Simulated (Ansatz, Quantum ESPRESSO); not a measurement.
# Predicting the next point of a tunnelling series: vacuum gaps between two Pb(100) faces

**Set-up.** Quantum ESPRESSO 7.5 (pw.x, pwcond.x), LDA, GBRV ultrasoft; geometry as built. T is the transmission per spin at the Fermi level, averaged over the mesh across the current, in a cell of 12.65 Å². The series steps the width of the vacuum gap.

| width (Å) | T |
| --- | --- |
| 3.5 | 0.968 |
| 4.5 | 0.368 |
| 5.5 | 0.0843 |

**Question.** What is T at 6.5 Å?

**Fit.** In the tunnelling regime ln T falls linearly. The last two rows give a slope of ln(0.368/0.0843)/(5.5 − 4.5) = 1.474 per Å, so T(6.5) ≈ 0.0843 × exp(−1.474 × 1) = 0.0193.

**The withheld run.** T = 0.015; the estimate is 1.29 times that. The slope over the last interval is 1.728: steeper than before. A second code, Ansatz 0.2.0, gives 0.0151.

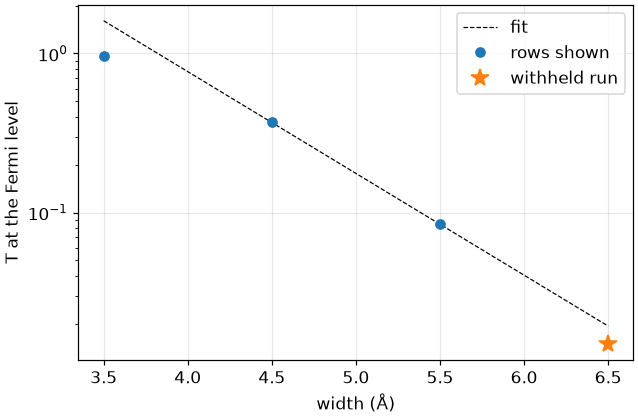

The rows shown, the fit and the withheld run.

Caveats: Short leads, unrelaxed atoms, a barrier without the image potential and an untested mesh.
